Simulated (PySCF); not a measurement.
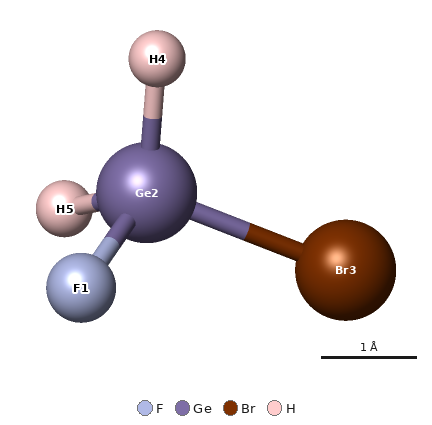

**Figure 1.** The structure as given in the input (ball-and-stick view, seen at a tilt; atoms are numbered from 1 in the order of the input). Sticks mark near contacts. Bond lengths as drawn: Br–Ge 2.29 Å, F–Ge 1.73 Å and Ge–H 1.53 Å.

# Geometry relaxation of GeH2BrF

- system: GeH2BrF, SMILES [F][GeH2][Br]
- method: HF/pc-1, RHF (PySCF 2.14.0)

The geometry comes from this level: PBE0-D4/def2-TZVP. Figures and captions count atoms from 1; the log counts them from 0 in places.

Output:
```
#|     Arguments passed to driver run_optimizer():      |#
convergence_set           GAU_TIGHT
customengine              <pyscf.geomopt.geometric_solver.PySCFEngine object>
maxiter                   60
----------------------------------------------------------
Custom engine selected.
Bonds will be generated from interatomic distances less than 1.20 times sum of covalent radii
15 internal coordinates being used (instead of 15 Cartesians)
Internal coordinate system (atoms numbered from 1):
Distance 1-2
Distance 2-3
Distance 2-4
Distance 2-5
Angle 1-2-3
Angle 1-2-4
Angle 1-2-5
Angle 3-2-4
Angle 3-2-5
Angle 4-2-5
Translation-X 1-5
Translation-Y 1-5
Translation-Z 1-5
Rotation-A 1-5
Rotation-B 1-5
Rotation-C 1-5
<class 'geometric.internal.Distance'> : 4
<class 'geometric.internal.Angle'> : 6
<class 'geometric.internal.TranslationX'> : 1
<class 'geometric.internal.TranslationY'> : 1
<class 'geometric.internal.TranslationZ'> : 1
<class 'geometric.internal.RotationA'> : 1
<class 'geometric.internal.RotationB'> : 1
<class 'geometric.internal.RotationC'> : 1
> ===== Optimization Info: ====
> Job type: Energy minimization
> Maximum number of optimization cycles: 60
> Initial / maximum trust radius (Angstrom): 0.100 / 0.300
> Convergence Criteria:
> Will converge when all 5 criteria are reached:
>  |Delta-E| < 1.00e-06
>  RMS-Grad  < 1.00e-05
>  Max-Grad  < 1.50e-05
>  RMS-Disp  < 4.00e-05
>  Max-Disp  < 6.00e-05
> === End Optimization Info ===

Geometry optimization cycle 1
Cartesian coordinates (Angstrom)
 Atom        New coordinates             dX        dY        dZ
   F  -1.404200  -0.636400   0.708300    0.000000  0.000000  0.000000
  Ge  -0.067600   0.121600  -0.088700    0.000000  0.000000  0.000000
  Br   1.786000  -1.117800   0.415200    0.000000  0.000000  0.000000
   H   0.076200   1.519100   0.514700    0.000000  0.000000  0.000000
   H  -0.340400   0.039900  -1.590900    0.000000  0.000000  0.000000

WARN: Mole.unit (angstrom) is changed to Bohr

converged SCF energy = -4748.19673187337
--------------- RHF_Scanner gradients ---------------
         x                y                z
0 F     0.0056251263     0.0027328441    -0.0030312070
1 Ge     0.0020806539    -0.0122810325     0.0082048339
2 Br    -0.0073642169     0.0046424374    -0.0018046209
3 H     0.0007041044     0.0055653457     0.0027425737
4 H    -0.0010456677    -0.0006595947    -0.0061115797
----------------------------------------------
cycle 1: E = -4748.19673187  dE = -4748.2  norm(grad) = 0.0206805
Step    0 : Gradient = 9.249e-03/1.492e-02 (rms/max) Energy = -4748.1967318734
Hessian Eigenvalues: 5.00000e-02 5.00000e-02 5.00000e-02 ... 1.60000e-01 2.38221e-01 3.24063e-01

Geometry optimization cycle 2
Cartesian coordinates (Angstrom)
 Atom        New coordinates             dX        dY        dZ
   F  -1.419814  -0.631656   0.708046   -0.015614  0.004744 -0.000254
  Ge  -0.070672   0.126998  -0.091873   -0.003072  0.005398 -0.003173
  Br   1.810499  -1.126478   0.416461    0.024499 -0.008678  0.001261
   H   0.070085   1.506927   0.499507   -0.006115 -0.012173 -0.015193
   H  -0.340098   0.050608  -1.573541    0.000302  0.010708  0.017359
converged SCF energy = -4748.19722471928
--------------- RHF_Scanner gradients ---------------
         x                y                z
0 F    -0.0003443079     0.0000105644     0.0000611761
1 Ge     0.0002308569     0.0009134492    -0.0006849832
2 Br     0.0005908133    -0.0004296560     0.0001846578
3 H    -0.0005061659    -0.0011963109    -0.0011302946
4 H     0.0000288036     0.0007019533     0.0015694440
----------------------------------------------
cycle 2: E = -4748.19722472  dE = -0.000492846  norm(grad) = 0.00282289
Step    1 : Displace = 1.910e-02/2.602e-02 (rms/max) Trust = 1.000e-01 (=) Grad = 1.262e-03/1.722e-03 (rms/max) E (change) = -4748.1972247193 (-4.928e-04) Quality = 0.837
Hessian Eigenvalues: 5.00000e-02 5.00000e-02 5.00000e-02 ... 1.93696e-01 2.39960e-01 3.22379e-01

Geometry optimization cycle 3
Cartesian coordinates (Angstrom)
 Atom        New coordinates             dX        dY        dZ
   F  -1.419340  -0.632655   0.708648    0.000474 -0.000999  0.000602
  Ge  -0.072254   0.128058  -0.092306   -0.001581  0.001059 -0.000432
  Br   1.807723  -1.124235   0.415437   -0.002776  0.002243 -0.001024
   H   0.073084   1.509517   0.505255    0.002999  0.002589  0.005749
   H  -0.339213   0.045715  -1.578435    0.000885 -0.004893 -0.004894
converged SCF energy = -4748.19724858948
--------------- RHF_Scanner gradients ---------------
         x                y                z
0 F    -0.0001509057    -0.0001165443     0.0001118585
1 Ge     0.0002210949    -0.0002509151     0.0001323044
2 Br     0.0000187446    -0.0000522190     0.0000328083
3 H    -0.0000387168     0.0002308954    -0.0001086680
4 H    -0.0000502169     0.0001887829    -0.0001683032
----------------------------------------------
cycle 3: E = -4748.19724859  dE = -2.38702e-05  norm(grad) = 0.000561672
Step    2 : Displace = 4.829e-03/6.983e-03 (rms/max) Trust = 1.414e-01 (+) Grad = 2.512e-04/3.596e-04 (rms/max) E (change) = -4748.1972485895 (-2.387e-05) Quality = 1.042
Hessian Eigenvalues: 5.00000e-02 5.00000e-02 5.00000e-02 ... 2.10980e-01 2.44497e-01 3.20019e-01

Geometry optimization cycle 4
Cartesian coordinates (Angstrom)
 Atom        New coordinates             dX        dY        dZ
   F  -1.419359  -0.631897   0.708119   -0.000019  0.000757 -0.000530
  Ge  -0.072623   0.128738  -0.092711   -0.000369  0.000680 -0.000405
  Br   1.807357  -1.123251   0.414821   -0.000366  0.000984 -0.000616
   H   0.073609   1.508824   0.506769    0.000525 -0.000693  0.001513
   H  -0.338984   0.043987  -1.578398    0.000229 -0.001728  0.000038
converged SCF energy = -4748.19724996021
--------------- RHF_Scanner gradients ---------------
         x                y                z
0 F     0.0000523770    -0.0000185061     0.0000026736
1 Ge     0.0000396908    -0.0001047537     0.0000657674
2 Br    -0.0000911602     0.0000289932    -0.0000023737
3 H    -0.0000006478     0.0000465943    -0.0000338003
4 H    -0.0000002598     0.0000476723    -0.0000322670
----------------------------------------------
cycle 4: E = -4748.19724996  dE = -1.37073e-06  norm(grad) = 0.00018908
Step    3 : Displace = 1.355e-03/1.745e-03 (rms/max) Trust = 2.000e-01 (+) Grad = 8.456e-05/1.299e-04 (rms/max) E (change) = -4748.1972499602 (-1.371e-06) Quality = 1.192
Hessian Eigenvalues: 5.00000e-02 5.00000e-02 5.00000e-02 ... 2.08648e-01 2.46141e-01 3.35812e-01

Geometry optimization cycle 5
Cartesian coordinates (Angstrom)
 Atom        New coordinates             dX        dY        dZ
   F  -1.419824  -0.631352   0.707827   -0.000465  0.000545 -0.000292
  Ge  -0.072724   0.128917  -0.092817   -0.000101  0.000180 -0.000106
  Br   1.807817  -1.122976   0.414537    0.000461  0.000275 -0.000283
   H   0.073725   1.508546   0.507426    0.000116 -0.000277  0.000657
   H  -0.338995   0.043265  -1.578374   -0.000011 -0.000722  0.000024
converged SCF energy = -4748.1972501376
--------------- RHF_Scanner gradients ---------------
         x                y                z
0 F     0.0000241594    -0.0000047726    -0.0000014339
1 Ge    -0.0000163217     0.0000067777    -0.0000015501
2 Br    -0.0000090196    -0.0000066066     0.0000064298
3 H     0.0000011529     0.0000042840     0.0000010905
4 H     0.0000000289     0.0000003175    -0.0000045363
----------------------------------------------
cycle 5: E = -4748.19725014  dE = -1.77389e-07  norm(grad) = 3.36324e-05
Step    4 : Displace = 6.427e-04/7.726e-04 (rms/max) Trust = 2.828e-01 (+) Grad = 1.504e-05/2.467e-05 (rms/max) E (change) = -4748.1972501376 (-1.774e-07) Quality = 1.112
Hessian Eigenvalues: 5.00000e-02 5.00000e-02 5.00000e-02 ... 2.07473e-01 2.29097e-01 3.31832e-01

Geometry optimization cycle 6
Cartesian coordinates (Angstrom)
 Atom        New coordinates             dX        dY        dZ
   F  -1.420009  -0.631225   0.707775   -0.000185  0.000127 -0.000053
  Ge  -0.072727   0.128873  -0.092786   -0.000003 -0.000044  0.000031
  Br   1.807954  -1.122888   0.414449    0.000136  0.000088 -0.000089
   H   0.073752   1.508466   0.507488    0.000027 -0.000080  0.000062
   H  -0.338970   0.043174  -1.578326    0.000024 -0.000091  0.000048
converged SCF energy = -4748.19725014694
--------------- RHF_Scanner gradients ---------------
         x                y                z
0 F     0.0000033870    -0.0000029806     0.0000014196
1 Ge    -0.0000057064     0.0000100999    -0.0000059599
2 Br     0.0000006552    -0.0000034576     0.0000023043
3 H     0.0000006621    -0.0000024539     0.0000002353
4 H     0.0000010021    -0.0000012078     0.0000020005
----------------------------------------------
cycle 6: E = -4748.19725015  dE = -9.34051e-09  norm(grad) = 1.49378e-05
Step    5 : Displace = 1.499e-04/2.307e-04 (rms/max) Trust = 3.000e-01 (+) Grad = 6.680e-06/1.304e-05 (rms/max) E (change) = -4748.1972501469 (-9.341e-09) Quality = 1.210
Hessian Eigenvalues: 4.99997e-02 5.00000e-02 5.00000e-02 ... 1.78793e-01 2.12624e-01 3.33893e-01

Geometry optimization cycle 7
Cartesian coordinates (Angstrom)
 Atom        New coordinates             dX        dY        dZ
   F  -1.420058  -0.631191   0.707760   -0.000049  0.000035 -0.000015
  Ge  -0.072718   0.128845  -0.092767    0.000008 -0.000028  0.000018
  Br   1.807990  -1.122869   0.414428    0.000037  0.000019 -0.000021
   H   0.073753   1.508450   0.507493    0.000001 -0.000016  0.000005
   H  -0.338968   0.043164  -1.578313    0.000003 -0.000010  0.000013
converged SCF energy = -4748.19725014769
--------------- RHF_Scanner gradients ---------------
         x                y                z
0 F    -0.0000003189     0.0000000617     0.0000000185
1 Ge    -0.0000004023     0.0000011216    -0.0000007114
2 Br     0.0000007986    -0.0000004391     0.0000001515
3 H    -0.0000000786    -0.0000005173     0.0000000629
4 H     0.0000000012    -0.0000002271     0.0000004785
----------------------------------------------
cycle 7: E = -4748.19725015  dE = -7.49424e-10  norm(grad) = 1.85568e-06
Step    6 : Displace = 3.933e-05/6.124e-05 (rms/max) Trust = 3.000e-01 (=) Grad = 8.299e-07/1.388e-06 (rms/max) E (change) = -4748.1972501477 (-7.494e-10) Quality = 1.065
Hessian Eigenvalues: 5.00000e-02 5.00000e-02 5.00000e-02 ... 1.83846e-01 2.12538e-01 3.34199e-01

Geometry optimization cycle 8
Cartesian coordinates (Angstrom)
 Atom        New coordinates             dX        dY        dZ
   F  -1.420055  -0.631194   0.707762    0.000003 -0.000004  0.000002
  Ge  -0.072718   0.128844  -0.092766    0.000000 -0.000001  0.000001
  Br   1.807987  -1.122869   0.414429   -0.000003 -0.000000  0.000001
   H   0.073753   1.508452   0.507490   -0.000000  0.000002 -0.000003
   H  -0.338967   0.043168  -1.578314    0.000000  0.000004 -0.000001
converged SCF energy = -4748.1972501477
--------------- RHF_Scanner gradients ---------------
         x                y                z
0 F     0.0000000981    -0.0000002584     0.0000001617
1 Ge    -0.0000000363     0.0000004457    -0.0000003050
2 Br    -0.0000000710    -0.0000001698     0.0000001339
3 H     0.0000000052    -0.0000000087     0.0000000054
4 H     0.0000000040    -0.0000000088     0.0000000040
----------------------------------------------
cycle 8: E = -4748.19725015  dE = -7.27596e-12  norm(grad) = 6.68975e-07
```

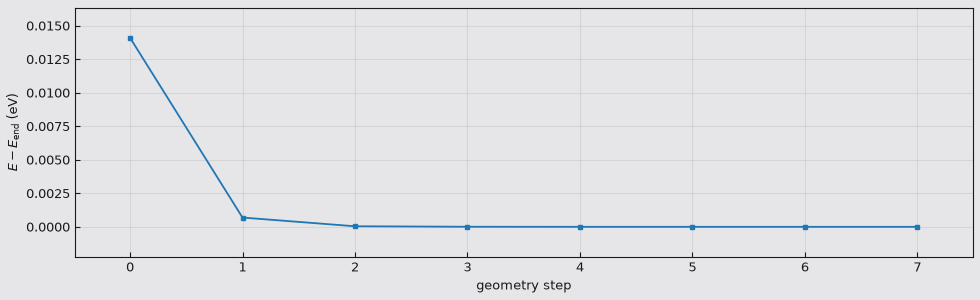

**Figure 2.** Progress of the relaxation, step by step (steps are counted from 0).

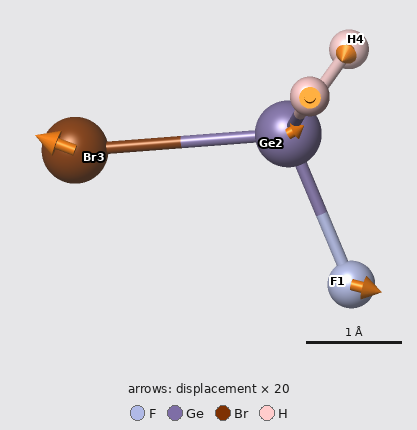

**Figure 3.** The starting structure with the displacements as orange arrows, magnified 20 times (ball-and-stick view, seen at an oblique angle). The two geometries are laid on each other by the best rigid fit. Br3 moves most after the best rigid fit: 0.023 Å. Largest moves by element: Br 0.023 Å, F 0.017 Å, H 0.013 Å, Ge 0.010 Å. Among the contacts that change: Ge2–Br3 2.286 → 2.315 Å, Ge2–H4 1.529 → 1.512 Å, F1–Ge2 1.731 → 1.742 Å. The energy falls by 0.014 eV in 7 geometry steps. Largest force component: 0.63 eV/Å at the start, under 0.0001 eV/Å at the end. (Atoms are counted from 1 in the order of the input.)

```
Step    7 : Displace = 3.642e-06/4.715e-06 (rms/max) Trust = 3.000e-01 (=) Grad = 2.992e-07/5.413e-07 (rms/max) E (change) = -4748.1972501477 (-7.276e-12) Quality = 1.000
Hessian Eigenvalues: 5.00000e-02 5.00000e-02 5.00000e-02 ... 1.83846e-01 2.12538e-01 3.34199e-01
Converged! =D

converged: True
F          -1.42005500       -0.63119438        0.70776195
Ge         -0.07271795        0.12884367       -0.09276647
Br          1.80798720       -1.12286900        0.41442864
H           0.07375305        1.50845185        0.50748969
H          -0.33896730        0.04316786       -1.57831380
converged SCF energy = -4748.19725014771
Final energy -4748.197250147706
```

Trajectory as extended XYZ (Å, eV, eV/Å), 8 frames, from step=0 to step=7:
```
5
Properties=species:S:1:pos:R:3:forces:R:3 step=0 energy=-129205.01524
F    -1.4042   -0.6364    0.7083   -0.2893  -0.1405   0.1559
Ge   -0.0676    0.1216   -0.0887   -0.1070   0.6315  -0.4219
Br    1.7860   -1.1178    0.4152    0.3787  -0.2387   0.0928
H     0.0762    1.5191    0.5147   -0.0362  -0.2862  -0.1410
H    -0.3404    0.0399   -1.5909    0.0538   0.0339   0.3143
5
Properties=species:S:1:pos:R:3:forces:R:3 step=1 energy=-129205.02865
F    -1.4198   -0.6317    0.7080    0.0177  -0.0005  -0.0031
Ge   -0.0707    0.1270   -0.0919   -0.0119  -0.0470   0.0352
Br    1.8105   -1.1265    0.4165   -0.0304   0.0221  -0.0095
H     0.0701    1.5069    0.4995    0.0260   0.0615   0.0581
H    -0.3401    0.0506   -1.5735   -0.0015  -0.0361  -0.0807
5
Properties=species:S:1:pos:R:3:forces:R:3 step=2 energy=-129205.02930
F    -1.4193   -0.6327    0.7086    0.0078   0.0060  -0.0058
Ge   -0.0723    0.1281   -0.0923   -0.0114   0.0129  -0.0068
Br    1.8077   -1.1242    0.4154   -0.0010   0.0027  -0.0017
H     0.0731    1.5095    0.5053    0.0020  -0.0119   0.0056
H    -0.3392    0.0457   -1.5784    0.0026  -0.0097   0.0087
5
Properties=species:S:1:pos:R:3:forces:R:3 step=3 energy=-129205.02934
F    -1.4194   -0.6319    0.7081   -0.0027   0.0010  -0.0001
Ge   -0.0726    0.1287   -0.0927   -0.0020   0.0054  -0.0034
Br    1.8074   -1.1233    0.4148    0.0047  -0.0015   0.0001
H     0.0736    1.5088    0.5068    0.0000  -0.0024   0.0017
H    -0.3390    0.0440   -1.5784    0.0000  -0.0025   0.0017
5
Properties=species:S:1:pos:R:3:forces:R:3 step=4 energy=-129205.02935
F    -1.4198   -0.6314    0.7078   -0.0012   0.0002   0.0001
Ge   -0.0727    0.1289   -0.0928    0.0008  -0.0003   0.0001
Br    1.8078   -1.1230    0.4145    0.0005   0.0003  -0.0003
H     0.0737    1.5085    0.5074   -0.0001  -0.0002  -0.0001
H    -0.3390    0.0433   -1.5784    0.0000   0.0000   0.0002
5
Properties=species:S:1:pos:R:3:forces:R:3 step=5 energy=-129205.02935
F    -1.4200   -0.6312    0.7078   -0.0002   0.0002  -0.0001
Ge   -0.0727    0.1289   -0.0928    0.0003  -0.0005   0.0003
Br    1.8080   -1.1229    0.4144    0.0000   0.0002  -0.0001
H     0.0738    1.5085    0.5075    0.0000   0.0001   0.0000
H    -0.3390    0.0432   -1.5783   -0.0001   0.0001  -0.0001
5
Properties=species:S:1:pos:R:3:forces:R:3 step=6 energy=-129205.02935
F    -1.4201   -0.6312    0.7078    0.0000   0.0000   0.0000
Ge   -0.0727    0.1288   -0.0928    0.0000  -0.0001   0.0000
Br    1.8080   -1.1229    0.4144    0.0000   0.0000   0.0000
H     0.0738    1.5085    0.5075    0.0000   0.0000   0.0000
H    -0.3390    0.0432   -1.5783    0.0000   0.0000   0.0000
5
Properties=species:S:1:pos:R:3:forces:R:3 step=7 energy=-129205.02935
F    -1.4201   -0.6312    0.7078    0.0000   0.0000   0.0000
Ge   -0.0727    0.1288   -0.0928    0.0000   0.0000   0.0000
Br    1.8080   -1.1229    0.4144    0.0000   0.0000   0.0000
H     0.0738    1.5085    0.5075    0.0000   0.0000   0.0000
H    -0.3390    0.0432   -1.5783    0.0000   0.0000   0.0000
```

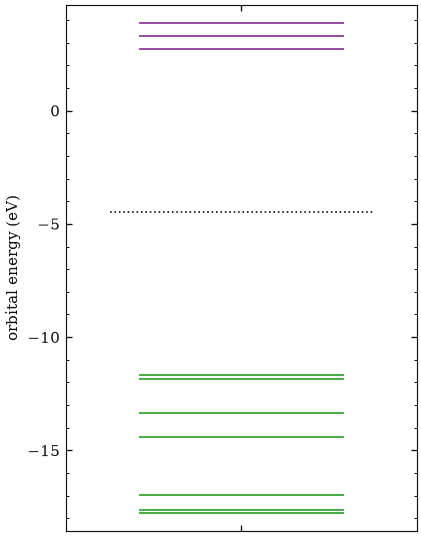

**Figure 4.** Orbital energies near the frontier; the dotted line parts filled from empty levels, and levels within 0.02 eV of each other stand side by side. Highest filled −11.68 eV, lowest empty 2.71 eV, 14.39 eV apart.

This output came from the following input.

Input file (job.py):
```python
from pyscf import gto
from pyscf.geomopt.geometric_solver import kernel as optimise

mol = gto.Mole()
mol.atom = '''
F   -1.404200  -0.636400   0.708300
Ge  -0.067600   0.121600  -0.088700
Br   1.786000  -1.117800   0.415200
H    0.076200   1.519100   0.514700
H   -0.340400   0.039900  -1.590900
'''
mol.basis = 'pc-1'
mol.max_memory = 1860
mol.verbose = 3
mol.build()

myscf = mol.RHF()
myscf.conv_tol = 1e-10
converged, mol_eq = optimise(myscf, maxsteps=60, convergence_set='GAU_TIGHT')
print('converged:', converged)
print(mol_eq.tostring())

myscf.reset(mol_eq)
mol = mol_eq
myscf.kernel()
if not myscf.converged:
    myscf = myscf.newton().run(myscf.mo_coeff, myscf.mo_occ)
etot = myscf.e_tot
print('Final energy', etot)
```

Run as:
```bash
OMP_NUM_THREADS=1 python job.py
```

Key numbers:

```csv
quantity,value
outcome,converged
total energy,−4748.197250 hartree
basis functions,78
HOMO,−11.68 eV
LUMO,2.71 eV
dipole moment,2.80 D
hardware,"1 thread of Intel Xeon @ 2.50GHz (Skylake/Cascade Lake), 189 GiB of memory available, shared host"
wall time,5.5 min
peak memory,0.17 GiB
```
